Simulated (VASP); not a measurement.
Energy against volume of C (diamond). Level of theory: revTPSS meta-GGA, VASP's PBE PAW potentials (set 64) (plane waves; VASP).

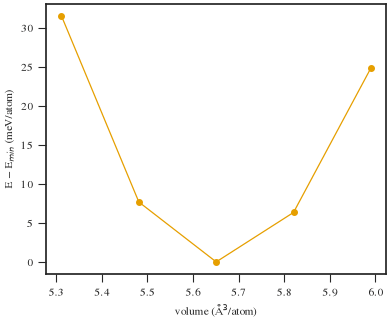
Figure: Energy against volume

Task: Estimate the equilibrium volume and the bulk modulus.

Result: The minimum lies near 5.7 Å³/atom, and the curvature gives B0 of about 440 GPa.

Measured: bulk modulus 455 GPa at 0 K (computed value off by -3.4 %), as given by Daniel Mejia-Rodriguez et al., Physical Review B (2018), arXiv:1807.09216 [0 K value with the zero-point phonon effect removed]; a 3.553 Å at 0 K (computed value off by +0.3 %), as given by Daniel Mejia-Rodriguez et al., Physical Review B (2018), arXiv:1807.09216 [static lattice: zero-point anharmonic expansion removed].

The compound is C in the diamond structure. It was relaxed first.
